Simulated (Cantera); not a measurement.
Feed: 1 mol SiC, 0.28 mol N2O, 140 mol H2, 1 mol CO2, at 0.00400 bar.

Cantera equilibrium calculation (NASA polynomials, part measured and part estimated; ideal gas, pure solids and liquids). Candidate condensed phases: C, C6H6, C7H8, C8H18, H2O, Si, SiC, SiO2, Si2N2O, Si3N4; 151 gas species. Mutual solubility and eutectic melting of coexisting phases are not modelled. The tables hold silica as quartz up to 1696 K and as liquid above; real silica turns to tridymite and cristobalite and melts near 1996 K. Equilibrium is a limit: real reactors are often held back by kinetics, nucleation or transport.

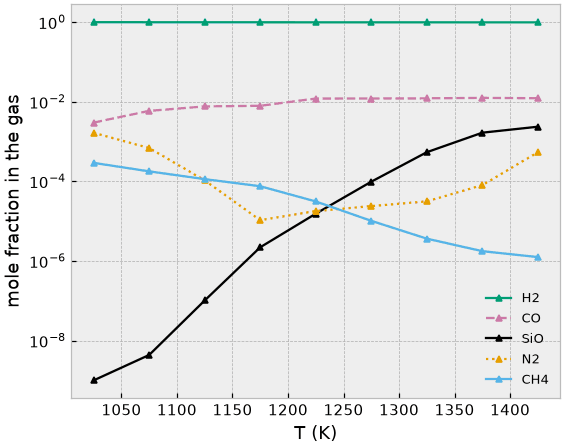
Figure. Equilibrium gas composition (values under 1e-9 drawn at 1e-9)

Q: Read off the mole fractions at 1275 K.

A: H2 about 0.99, CO about 0.012, SiO about 9.8e-5, N2 about 2.4e-5, CH4 about 1.0e-5.
